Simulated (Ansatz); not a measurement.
**Run report: BSi₃NH₈S, geometry relaxation (part 2 of 2)**

Continued. System: BSi₃NH₈S, SMILES N[SiH2][SiH]1B[SiH]1S. Method: RKS PBE-D4/STO-3G (Ansatz 0.2.0). It belongs to a series of runs on one base structure; here: start relaxed.

Geometry of the input (Å):
```
N  1.6070  -2.2037  -0.8912
Si 0.6862  -1.2470  0.3641
Si -0.9349  0.0053  -0.5950
B  -0.0530  1.7117  -1.3532
Si -1.2495  1.8138  0.3031
S  -0.0405  2.2252  2.0485
H  0.8888  -2.8004  -1.3363
H  2.2968  -2.7428  -0.4200
H  0.0791  -2.1649  1.3582
H  1.6401  -0.3722  1.0989
H  -1.9380  -0.5955  -1.4260
H  0.5512  2.2432  -2.1541
H  -2.5776  2.5526  0.1224
H  -0.9684  1.5456  2.9095
```

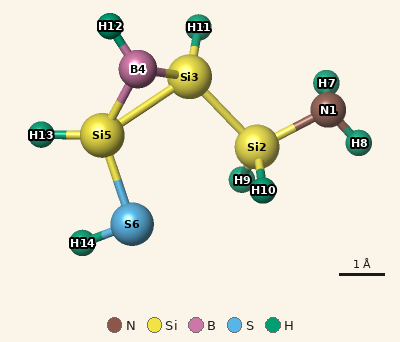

*The geometry at step 19 of the log (ball-and-stick view, seen at a tilt; atoms are numbered from 1 in the order of the input).*

**Trajectory as extended XYZ, continued**
```
14
Properties=species:S:1:pos:R:3:forces:R:3 step=9 energy=-36320.06486
N     1.7135   -2.1888   -0.8154   -0.0813  -0.0344   0.1138
Si    0.6684   -1.3066    0.3930    0.0649  -0.0372  -0.0534
Si   -0.6929    0.0510   -0.7847    0.0308  -0.1188  -0.0604
B    -0.1703    1.7896   -1.3988   -0.0856   0.2621  -0.4945
Si   -1.0469    2.0219    0.3064    0.0727   0.1377   0.0390
S    -0.0013    2.1263    2.1754   -0.3842  -0.1816   0.0281
H     1.0406   -2.8322   -1.3449    0.0881   0.0163   0.0369
H     2.2647   -2.9070   -0.2410   -0.0738   0.0610  -0.0496
H    -0.1109   -2.2099    1.2546    0.0111   0.0482  -0.0197
H     1.5728   -0.5670    1.2649   -0.0270  -0.0166  -0.0206
H    -1.6280   -0.7433   -1.5849    0.0263   0.0168  -0.0217
H    -0.2459    2.3594   -2.4527   -0.0085  -0.2819   0.6121
H    -2.3186    2.7613    0.3463    0.0965  -0.0399   0.0714
H    -1.0580    1.6163    2.9109    0.2700   0.1680  -0.1815
14
Properties=species:S:1:pos:R:3:forces:R:3 step=10 energy=-36320.07990
N     1.7307   -2.1961   -0.7816   -0.0629  -0.0728   0.1131
Si    0.6595   -1.2898    0.3845    0.1364  -0.2021   0.0767
Si   -0.6701    0.0371   -0.8379   -0.0229   0.2034  -0.2234
B    -0.1898    1.7945   -1.4121   -0.0063   0.2857  -0.8893
Si   -1.0026    2.0189    0.2937   -0.1610   0.2009   0.4590
S     0.0420    2.0375    2.1658   -0.5125  -0.2104   0.1071
H     1.0668   -2.8335   -1.3297    0.0858   0.0159   0.0416
H     2.2490   -2.9192   -0.1818   -0.0779   0.0796  -0.0738
H    -0.1490   -2.1728    1.2404    0.0352   0.0304  -0.0169
H     1.5468   -0.5451    1.2693   -0.0335  -0.0083  -0.0372
H    -1.5866   -0.7574   -1.6595    0.0212  -0.0038   0.0145
H    -0.3728    2.3855   -2.4478    0.0562  -0.4277   0.7149
H    -2.2670    2.7656    0.4215    0.1279  -0.0775  -0.0072
H    -1.0695    1.6456    2.9040    0.4143   0.1867  -0.2791
14
Properties=species:S:1:pos:R:3:forces:R:3 step=11 energy=-36320.09398
N     1.7553   -2.2410   -0.7450   -0.0550  -0.0752   0.0805
Si    0.6631   -1.3073    0.3756   -0.1602   0.3054  -0.2476
Si   -0.6340    0.0689   -0.9050    0.2422  -0.2352   0.1246
B    -0.2180    1.8402   -1.4486   -0.2048   0.3568  -0.4519
Si   -0.9731    2.0477    0.2985   -0.0235   0.0824  -0.0460
S     0.0668    1.9333    2.1634   -0.5938  -0.0987   0.2404
H     1.1078   -2.8862   -1.3017    0.0400   0.0187   0.0239
H     2.2500   -2.9561   -0.1177   -0.0459   0.0749  -0.0589
H    -0.1626   -2.1648    1.2401   -0.0199   0.0364  -0.0449
H     1.5339   -0.5424    1.2574    0.0179  -0.0500  -0.0070
H    -1.5429   -0.7357   -1.7250   -0.0070  -0.0055  -0.0137
H    -0.5260    2.4304   -2.4568    0.1454  -0.4546   0.7377
H    -2.2362    2.7815    0.4978    0.1337  -0.0913  -0.0229
H    -1.0965    1.7024    2.8958    0.5309   0.1359  -0.3140
14
Properties=species:S:1:pos:R:3:forces:R:3 step=12 energy=-36320.11389
N     1.7345   -2.2631   -0.7508    0.0428  -0.1445   0.0477
Si    0.6540   -1.2862    0.3319   -0.2202   0.0012  -0.0892
Si   -0.5711    0.0708   -0.9901    0.2742  -0.2197   0.1977
B    -0.1927    1.8576   -1.4017   -0.4449   0.1395  -0.4041
Si   -0.9501    2.0113    0.3266    0.1451   0.2307  -0.0021
S     0.0865    1.9308    2.1905   -0.1744  -0.1350  -0.1004
H     1.0991   -2.9838   -1.2214    0.0371   0.0530   0.0086
H     2.2824   -2.8927   -0.0820    0.0294  -0.0203  -0.0589
H    -0.2559   -2.1100    1.1392    0.0708  -0.0187   0.0910
H     1.5316   -0.5669    1.2452   -0.0375  -0.0071  -0.0192
H    -1.4603   -0.7090   -1.8576    0.0256  -0.0020   0.0517
H    -0.6839    2.3554   -2.3597    0.2048   0.1078   0.2566
H    -2.2160    2.7222    0.5366   -0.0067  -0.0164   0.0092
H    -1.0709    1.8347    2.9221    0.0538   0.0314   0.0114
14
Properties=species:S:1:pos:R:3:forces:R:3 step=13 energy=-36320.14074
N     1.7386   -2.2949   -0.7440   -0.0050  -0.1411  -0.0275
Si    0.6583   -1.2972    0.3225    0.2533  -0.1100   0.3360
Si   -0.5082    0.0907   -0.9801   -0.2295   0.1604  -0.3597
B    -0.2256    1.8994   -1.4294   -0.1749  -0.1292  -0.1706
Si   -0.9412    2.0558    0.3059   -0.0320   0.1106   0.2007
S     0.0595    1.8660    2.1800   -0.0214  -0.0136   0.0287
H     1.0979   -3.0005   -1.2315    0.0611   0.0645   0.0301
H     2.2679   -2.9395   -0.0731   -0.0355   0.0270  -0.0496
H    -0.2365   -2.1114    1.1590   -0.0144   0.0420  -0.0206
H     1.5438   -0.5823    1.2310    0.0104  -0.0371  -0.0037
H    -1.4066   -0.7219   -1.8085    0.0256   0.0779  -0.0333
H    -0.7440    2.4093   -2.3647    0.1379  -0.0661   0.1788
H    -2.2231    2.7303    0.5347   -0.0052  -0.0100   0.0190
H    -1.0934    1.8670    2.9272    0.0297   0.0247  -0.1282
14
Properties=species:S:1:pos:R:3:forces:R:3 step=14 energy=-36320.14136
N     1.7385   -2.3447   -0.7322   -0.0031   0.0395   0.1040
Si    0.6916   -1.2962    0.3250   -0.1327  -0.0264  -0.1677
Si   -0.4798    0.0563   -1.0578    0.0182   0.3702   0.1502
B    -0.2929    1.8816   -1.3960    0.0389   0.0302  -0.0810
Si   -0.9624    2.0848    0.3415    0.1307  -0.1853  -0.1547
S     0.0508    1.8275    2.1969   -0.4876  -0.0100   0.1227
H     1.0840   -3.0270   -1.2269   -0.0434  -0.0022   0.0031
H     2.2448   -3.0032   -0.0606    0.0071  -0.0196  -0.0084
H    -0.2334   -2.0509    1.1851    0.0614  -0.0105   0.0086
H     1.6064   -0.5872    1.2070   -0.0060   0.0281  -0.0163
H    -1.3069   -0.7304   -1.9816    0.0735  -0.0632   0.0827
H    -0.7971    2.4196   -2.3160   -0.0636  -0.0970   0.1031
H    -2.2463    2.7429    0.6131    0.0401   0.0047   0.0192
H    -1.1102    1.9978    2.9314    0.3666  -0.0585  -0.1655
14
Properties=species:S:1:pos:R:3:forces:R:3 step=15 energy=-36320.16291
N     1.7363   -2.3355   -0.7269   -0.0108  -0.0057   0.0271
Si    0.6912   -1.2847    0.3269   -0.0219   0.0038  -0.0433
Si   -0.4767    0.0889   -1.0343    0.0015  -0.0282  -0.0275
B    -0.2746    1.9027   -1.4194    0.0202   0.0464  -0.0582
Si   -0.9462    2.0671    0.3223   -0.0179   0.0321   0.0057
S     0.0464    1.8005    2.1860   -0.1700  -0.0103   0.0854
H     1.0754   -3.0114   -1.2240   -0.0061   0.0150   0.0074
H     2.2335   -3.0008   -0.0544   -0.0069   0.0013  -0.0099
H    -0.2280   -2.0504    1.1824    0.0140   0.0209   0.0020
H     1.6039   -0.5816    1.2161    0.0091   0.0061  -0.0186
H    -1.3163   -0.7220   -1.9234    0.0196  -0.0148   0.0388
H    -0.8182    2.4190   -2.3285    0.0202  -0.0406   0.0584
H    -2.2267    2.7292    0.5942    0.0033  -0.0123   0.0060
H    -1.1126    1.9499    2.9119    0.1456  -0.0138  -0.0733
14
Properties=species:S:1:pos:R:3:forces:R:3 step=16 energy=-36320.16632
N     1.7307   -2.3458   -0.7280   -0.0149   0.0023   0.0122
Si    0.7026   -1.2761    0.3230   -0.0075  -0.0012  -0.0045
Si   -0.4646    0.0935   -1.0394   -0.0079  -0.0246  -0.0312
B    -0.2705    1.9092   -1.4181    0.0176   0.0017   0.0150
Si   -0.9504    2.0659    0.3220   -0.0084   0.0151   0.0054
S     0.0293    1.7796    2.1894   -0.0603  -0.0146   0.0555
H     1.0583   -3.0127   -1.2215   -0.0029   0.0085   0.0050
H     2.2191   -3.0164   -0.0547   -0.0066  -0.0003  -0.0036
H    -0.2174   -2.0267    1.1907    0.0164   0.0182   0.0091
H     1.6273   -0.5726    1.1994    0.0106   0.0008  -0.0172
H    -1.3013   -0.7267   -1.9220    0.0177  -0.0005   0.0103
H    -0.8199    2.4205   -2.3231   -0.0099   0.0038  -0.0045
H    -2.2350    2.7188    0.5948    0.0009  -0.0029  -0.0030
H    -1.1208    1.9606    2.9163    0.0552  -0.0062  -0.0484
14
Properties=species:S:1:pos:R:3:forces:R:3 step=17 energy=-36320.17404
N     1.6981   -2.3900   -0.7294   -0.0823   0.0317  -0.0042
Si    0.7438   -1.2420    0.3142    0.0761  -0.0759   0.0838
Si   -0.4125    0.1063   -1.0719   -0.0257   0.0474  -0.0501
B    -0.2732    1.9330   -1.4078   -0.0034  -0.1356   0.1632
Si   -0.9619    2.0633    0.3285    0.0538  -0.0286   0.0009
S    -0.0250    1.6932    2.2056   -0.1128   0.0244   0.0304
H     0.9802   -3.0292   -1.1979    0.0326   0.0330   0.0356
H     2.1628   -3.0736   -0.0527   -0.0130   0.0012   0.0177
H    -0.1692   -1.9281    1.2451    0.0568   0.0519  -0.0290
H     1.7254   -0.5356    1.1287   -0.0272  -0.0388  -0.0462
H    -1.2084   -0.7423   -1.9654    0.0062   0.0368  -0.0208
H    -0.8544    2.4322   -2.2935   -0.0486   0.0767  -0.1211
H    -2.2553    2.6928    0.6120   -0.0028   0.0104  -0.0183
H    -1.1633    1.9911    2.9133    0.0901  -0.0347  -0.0420
14
Properties=species:S:1:pos:R:3:forces:R:3 step=18 energy=-36320.17705
N     1.6578   -2.4363   -0.7291   -0.2306   0.0697   0.0033
Si    0.7884   -1.2035    0.3053    0.1253  -0.1725   0.1347
Si   -0.3703    0.1181   -1.1087    0.0000   0.0417  -0.0068
B    -0.2757    1.9521   -1.3965   -0.0407  -0.1837   0.1951
Si   -0.9786    2.0541    0.3333    0.0769  -0.0394   0.0654
S    -0.0855    1.6071    2.2192   -0.1692   0.0699   0.0211
H     0.8912   -3.0548   -1.1546    0.1171   0.1124   0.0974
H     2.1074   -3.1225   -0.0446   -0.0137   0.0054   0.0442
H    -0.1052   -1.8136    1.3152    0.1460   0.1004  -0.1415
H     1.8355   -0.4913    1.0406   -0.1333  -0.1053  -0.1089
H    -1.1247   -0.7425   -2.0284    0.0210   0.0513  -0.0013
H    -0.8741    2.4474   -2.2714   -0.0447   0.1131  -0.1431
H    -2.2760    2.6746    0.6180   -0.0072   0.0111  -0.0251
H    -1.2028    1.9820    2.9307    0.1531  -0.0743  -0.1346
14
Properties=species:S:1:pos:R:3:forces:R:3 step=19 energy=-36320.18397
N     1.6496   -2.4357   -0.7247   -0.1576   0.0342   0.0195
Si    0.7907   -1.1973    0.3050    0.0766  -0.1132   0.0841
Si   -0.3757    0.1205   -1.1062   -0.0043  -0.0190  -0.0304
B    -0.2796    1.9508   -1.3939   -0.0168  -0.0458   0.0611
Si   -0.9805    2.0527    0.3334    0.0493  -0.0167   0.0343
S    -0.0772    1.5951    2.2091   -0.1557   0.0687   0.0351
H     0.8797   -3.0592   -1.1318    0.0738   0.0623   0.0494
H     2.1059   -3.1122   -0.0345   -0.0063   0.0083   0.0187
H    -0.0932   -1.7974    1.3228    0.0838   0.0572  -0.0798
H     1.8427   -0.4869    1.0271   -0.0699  -0.0525  -0.0684
H    -1.1304   -0.7307   -2.0330    0.0209   0.0155   0.0032
H    -0.8639    2.4565   -2.2761   -0.0163   0.0606  -0.0650
H    -2.2768    2.6784    0.6135    0.0029  -0.0027   0.0079
H    -1.2041    1.9362    2.9183    0.1195  -0.0569  -0.0696
14
Properties=species:S:1:pos:R:3:forces:R:3 step=20 energy=-36320.17921 accepted=F
N     1.5746   -2.4382   -0.7199    0.1527  -0.0196   0.2304
Si    0.7980   -1.1716    0.3246   -0.0921   0.2568  -0.4094
Si   -0.3314    0.1248   -1.1413   -0.0373   0.1205   0.0686
B    -0.2972    1.9621   -1.4011    0.0399  -0.0922   0.0488
Si   -0.9753    2.0359    0.3321   -0.1035   0.1090  -0.0030
S    -0.0504    1.6172    2.2003    0.0289  -0.0539  -0.0111
H     0.7871   -3.0769   -1.0499   -0.0813  -0.0369   0.0002
H     2.0679   -3.0757   -0.0192    0.0844  -0.1501  -0.0918
H    -0.0717   -1.7099    1.3733   -0.0338  -0.0283   0.0985
H     1.8870   -0.4541    0.9656    0.0644  -0.0513   0.0751
H    -1.0312   -0.7390   -2.0965   -0.0263  -0.0152   0.0078
H    -0.8776    2.4845   -2.2795    0.0180  -0.0232   0.0002
H    -2.2753    2.6413    0.6400   -0.0134  -0.0125  -0.0219
H    -1.2173    1.7705    2.9004   -0.0006  -0.0031   0.0077
14
Properties=species:S:1:pos:R:3:forces:R:3 step=21 energy=-36320.18996
N     1.6264   -2.4521   -0.7160   -0.0441   0.0024   0.0342
Si    0.8013   -1.1855    0.2973    0.0102  -0.0050  -0.0054
Si   -0.3661    0.1287   -1.1197    0.0176  -0.0099   0.0010
B    -0.2904    1.9607   -1.3947    0.0128   0.0125  -0.0383
Si   -0.9841    2.0566    0.3332   -0.0304  -0.0029   0.0486
S    -0.0721    1.6104    2.2037   -0.0166  -0.0032   0.0247
H     0.8474   -3.0804   -1.0895    0.0039  -0.0003  -0.0014
H     2.0922   -3.1107   -0.0146    0.0017   0.0044  -0.0146
H    -0.0720   -1.7505    1.3353   -0.0035   0.0006   0.0092
H     1.8726   -0.4846    0.9896    0.0112   0.0207  -0.0086
H    -1.1037   -0.7251   -2.0563    0.0059   0.0029  -0.0079
H    -0.8626    2.4794   -2.2810   -0.0005  -0.0053   0.0154
H    -2.2851    2.6682    0.6229   -0.0001   0.0010  -0.0063
H    -1.2164    1.8560    2.9186    0.0320  -0.0177  -0.0505
14
Properties=species:S:1:pos:R:3:forces:R:3 step=22 energy=-36320.19386
N     1.5848   -2.4729   -0.7056   -0.0417   0.0021   0.0605
Si    0.8197   -1.1592    0.2967    0.0314  -0.0224  -0.0279
Si   -0.3370    0.1406   -1.1394   -0.0244   0.0419  -0.0101
B    -0.2967    1.9768   -1.3902   -0.0155  -0.0116  -0.0068
Si   -0.9908    2.0534    0.3374    0.0316  -0.0036  -0.0535
S    -0.0686    1.5858    2.1964   -0.1151   0.0251   0.0084
H     0.7838   -3.0991   -1.0366    0.0228   0.0402   0.0300
H     2.0627   -3.1183   -0.0003    0.0037  -0.0115  -0.0226
H    -0.0397   -1.6739    1.3741    0.0206   0.0156  -0.0149
H     1.9261   -0.4567    0.9338   -0.0131  -0.0326  -0.0107
H    -1.0478   -0.7210   -2.0901    0.0054   0.0148  -0.0028
H    -0.8742    2.4988   -2.2713    0.0136  -0.0193   0.0111
H    -2.2967    2.6513    0.6343    0.0036  -0.0098   0.0105
H    -1.2382    1.7654    2.8896    0.0771  -0.0288   0.0289
14
Properties=species:S:1:pos:R:3:forces:R:3 step=23 energy=-36320.19566
N     1.5328   -2.5014   -0.6872   -0.0975  -0.0139   0.0762
Si    0.8487   -1.1220    0.2903    0.0118  -0.0709  -0.0266
Si   -0.3046    0.1600   -1.1670   -0.0151   0.0495  -0.0183
B    -0.3062    1.9984   -1.3915   -0.0102  -0.0114  -0.0234
Si   -1.0025    2.0495    0.3336   -0.0477   0.0207  -0.0111
S    -0.0753    1.5569    2.1823   -0.1463   0.0266   0.1075
H     0.7004   -3.1200   -0.9586    0.0977   0.1190   0.0709
H     2.0210   -3.1291    0.0275   -0.0001  -0.0220  -0.0324
H     0.0048   -1.5650    1.4147    0.0681   0.0211  -0.0732
H     2.0021   -0.4338    0.8633   -0.0693  -0.0710  -0.0332
H    -0.9805   -0.7045   -2.1415    0.0129   0.0133   0.0230
H    -0.8846    2.5241   -2.2709    0.0283  -0.0351   0.0385
H    -2.3186    2.6214    0.6393    0.0084  -0.0136   0.0087
H    -1.2501    1.6365    2.8946    0.1590  -0.0123  -0.1066
14
Properties=species:S:1:pos:R:3:forces:R:3 step=24 energy=-36320.19808
N     1.5408   -2.5007   -0.6893   -0.0491  -0.0182   0.0420
Si    0.8452   -1.1311    0.2870    0.0206  -0.0055  -0.0115
Si   -0.3096    0.1618   -1.1604    0.0023   0.0173   0.0005
B    -0.3038    1.9995   -1.3911   -0.0039  -0.0070  -0.0049
Si   -1.0026    2.0549    0.3339   -0.0266  -0.0036  -0.0042
S    -0.0747    1.5772    2.1864   -0.0488   0.0058   0.0265
H     0.7120   -3.1185   -0.9634    0.0375   0.0411   0.0186
H     2.0291   -3.1299    0.0236    0.0018  -0.0071  -0.0238
H     0.0030   -1.5861    1.4040    0.0160   0.0139  -0.0231
H     1.9924   -0.4474    0.8708   -0.0257  -0.0214  -0.0082
H    -0.9912   -0.7021   -2.1303    0.0025   0.0141   0.0046
H    -0.8819    2.5215   -2.2715    0.0117  -0.0204   0.0150
H    -2.3216    2.6195    0.6389    0.0035  -0.0026  -0.0006
H    -1.2499    1.6525    2.8903    0.0584  -0.0064  -0.0311
14
Properties=species:S:1:pos:R:3:forces:R:3 step=25 energy=-36320.19889
N     1.5322   -2.5066   -0.6850   -0.0171  -0.0164   0.0321
Si    0.8537   -1.1257    0.2840   -0.0019   0.0029  -0.0091
Si   -0.3011    0.1673   -1.1626    0.0019   0.0111   0.0039
B    -0.3045    2.0049   -1.3891   -0.0056   0.0148   0.0032
Si   -1.0094    2.0522    0.3334   -0.0026  -0.0042  -0.0122
S    -0.0734    1.5810    2.1833   -0.0229   0.0034   0.0075
H     0.6966   -3.1178   -0.9483    0.0086   0.0071  -0.0045
H     2.0203   -3.1354    0.0281    0.0042  -0.0026  -0.0191
H     0.0105   -1.5660    1.4041    0.0013  -0.0018   0.0062
H     2.0077   -0.4511    0.8618   -0.0027   0.0030  -0.0005
H    -0.9813   -0.6942   -2.1350    0.0053   0.0027  -0.0018
H    -0.8830    2.5233   -2.2705    0.0030  -0.0102  -0.0008
H    -2.3318    2.6083    0.6390    0.0018  -0.0054  -0.0007
H    -1.2493    1.6306    2.8857    0.0268  -0.0045  -0.0042
14
Properties=species:S:1:pos:R:3:forces:R:3 step=26 energy=-36320.19951
N     1.5109   -2.5180   -0.6760   -0.0026   0.0007   0.0097
Si    0.8626   -1.1166    0.2824    0.0101   0.0168  -0.0112
Si   -0.2845    0.1809   -1.1670    0.0135  -0.0239  -0.0029
B    -0.3079    2.0186   -1.3879    0.0011   0.0084   0.0239
Si   -1.0195    2.0514    0.3318   -0.0133  -0.0091  -0.0011
S    -0.0684    1.5885    2.1760   -0.0052   0.0052  -0.0019
H     0.6642   -3.1198   -0.9213   -0.0080  -0.0152  -0.0173
H     2.0020   -3.1460    0.0350    0.0016   0.0049  -0.0039
H     0.0272   -1.5336    1.4161   -0.0178  -0.0030   0.0158
H     2.0298   -0.4501    0.8407    0.0191   0.0053   0.0112
H    -0.9448   -0.6811   -2.1520   -0.0084   0.0037  -0.0030
H    -0.8888    2.5291   -2.2711   -0.0040   0.0052  -0.0201
H    -2.3531    2.5795    0.6395    0.0079   0.0012   0.0039
H    -1.2422    1.5882    2.8825    0.0060  -0.0002  -0.0031
14
Properties=species:S:1:pos:R:3:forces:R:3 step=27 energy=-36320.19977
N     1.5007   -2.5223   -0.6719   -0.0042   0.0092   0.0075
Si    0.8710   -1.1101    0.2836   -0.0013  -0.0106  -0.0160
Si   -0.2721    0.1860   -1.1711    0.0024  -0.0165   0.0120
B    -0.3110    2.0243   -1.3871   -0.0047   0.0138   0.0239
Si   -1.0274    2.0470    0.3304    0.0002   0.0004  -0.0018
S    -0.0669    1.5942    2.1720   -0.0114   0.0008   0.0053
H     0.6475   -3.1166   -0.9137   -0.0001  -0.0054  -0.0079
H     1.9894   -3.1534    0.0377   -0.0006   0.0036   0.0005
H     0.0342   -1.5143    1.4216   -0.0087   0.0001   0.0074
H     2.0470   -0.4534    0.8361    0.0090   0.0052   0.0023
H    -0.9300   -0.6758   -2.1582    0.0022  -0.0019  -0.0016
H    -0.8921    2.5303   -2.2728   -0.0039   0.0043  -0.0179
H    -2.3636    2.5668    0.6414    0.0069  -0.0040  -0.0027
H    -1.2395    1.5682    2.8808    0.0142   0.0010  -0.0108
14
Properties=species:S:1:pos:R:3:forces:R:3 step=28 energy=-36320.19985
N     1.5005   -2.5217   -0.6711   -0.0060   0.0078   0.0083
Si    0.8713   -1.1099    0.2850   -0.0043  -0.0103  -0.0096
Si   -0.2708    0.1863   -1.1698    0.0057  -0.0037   0.0022
B    -0.3130    2.0249   -1.3867   -0.0036   0.0064   0.0108
Si   -1.0290    2.0469    0.3307    0.0023  -0.0014  -0.0070
S    -0.0636    1.5975    2.1704   -0.0130   0.0015   0.0020
H     0.6473   -3.1141   -0.9181    0.0036   0.0004  -0.0025
H     1.9859   -3.1553    0.0385   -0.0007   0.0013  -0.0002
H     0.0309   -1.5125    1.4214    0.0017  -0.0017   0.0041
H     2.0477   -0.4547    0.8393    0.0016   0.0004   0.0002
H    -0.9246   -0.6764   -2.1588   -0.0008  -0.0001   0.0006
H    -0.8938    2.5290   -2.2742   -0.0009   0.0015  -0.0083
H    -2.3661    2.5634    0.6425    0.0039  -0.0018   0.0019
H    -1.2354    1.5674    2.8800    0.0105  -0.0002  -0.0025
```

**Summary**

| quantity | value |
| --- | --- |
| outcome | converged |
| total energy | −36320.1999 eV |
| mean-field energy | −36319.7450 eV |
| largest force (length of the vector) at the end | 0.015 eV/Å |
| wall time | 85 s |
| peak memory | 0.17 GiB |
